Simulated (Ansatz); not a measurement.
Consider C2H6NSi (charge +1).

```xyz
10

C    -0.5416    1.8396   -1.0105
C    -0.1826    0.6208   -0.3411
N     0.1093   -0.3693    0.2029
Si    0.5696   -1.9351    1.0629
H     0.0197    2.6888   -0.5655
H    -1.6319    2.0201   -0.8973
H    -0.2923    1.7596   -2.0901
H    -0.3152   -2.9364    0.4035
H     0.2435   -1.6292    2.4843
H     2.0214   -2.0588    0.7509
```

Level of theory: RKS PBE-D4/def2-SVP in Ansatz.

### Predict the electron density and electron localisation function between the atoms.

C–N (1.17 Å): ρ at the midpoint is about 3.3 e/Å³; the ELF peaks at about 0.80 between the atoms; a short, multiple covalent bond.
C–C (1.44 Å): ρ is about 1.8 e/Å³ halfway; the ELF peaks at about 0.95 between the atoms (localised, covalent bonding).
Si–N (1.84 Å): the density is about 0.77 e/Å³ at the midpoint; the ELF peaks at about 0.95 between the atoms (a shared but strongly polarised pair).
C–H (1.11 Å): ρ at the midpoint is about 1.9 e/Å³; the ELF climbs to about 1 towards the hydrogen, as it does in any bond to H (a covalent bond by its length).

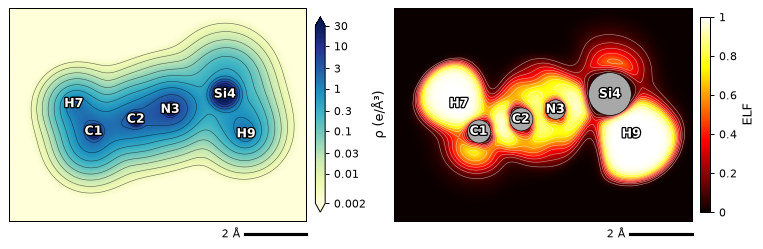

Computed electron density and electron localisation function on the plane of atoms C2, C1 and H7, in this order. Grey discs cover the atomic cores in the ELF map. 
